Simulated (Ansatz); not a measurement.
# CrCuO2, pressure series

Start from CrCuO2 (space group R-3m, No. 166; ferromagnetic).

```cif
data_Cr3Cu3O6
_chemical_formula_sum 'Cu3 Cr3 O6'
_space_group_name_H-M_alt 'R-3m :H'
_space_group_IT_number 166
_space_group_name_Hall '-R 3 2"'
_cell_length_a 3.01270
_cell_length_b 3.01270
_cell_length_c 17.11175
_cell_angle_alpha 90.000
_cell_angle_beta 90.000
_cell_angle_gamma 120.000
loop_
_atom_site_label
_atom_site_type_symbol
_atom_site_symmetry_multiplicity
_atom_site_Wyckoff_symbol
_atom_site_fract_x
_atom_site_fract_y
_atom_site_fract_z
_atom_site_occupancy
Cu1 Cu 3 a 0.00000 0.00000 0.00000 1
Cr1 Cr 3 b 0.00000 0.00000 0.50000 1
O1 O 6 c 0.00000 0.00000 0.10844 1
```
(The calculation used a cell of 4 atoms; values per cell refer to that cell.)

Cell and atoms are relaxed at each pressure.

All numbers come from Ansatz (a first-principles code) PBE, without spin-orbit coupling.

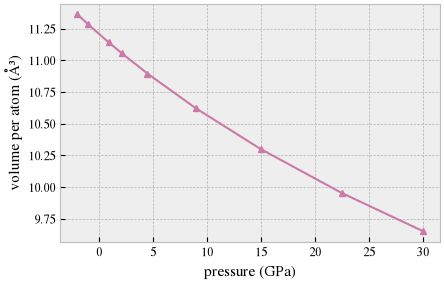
Volume against pressure

Task: Estimate the zero-pressure bulk modulus from the plot.

Result: About 150 GPa; a third-order Birch–Murnaghan fit to the points gives V₀ = 11.21 Å³/atom, B₀ = 151 GPa and B₀′ = 3.8.

Load acts through the strain it causes; cell and atoms are relaxed under it. Stability against distortions was not tested. No other phases were tried under pressure. No Hubbard U is applied and the magnetic state is the run's own (CrCuO2 ferromagnetic); small cells can't hold the antiferromagnetic order that many such compounds have, so gaps and moments can be off.
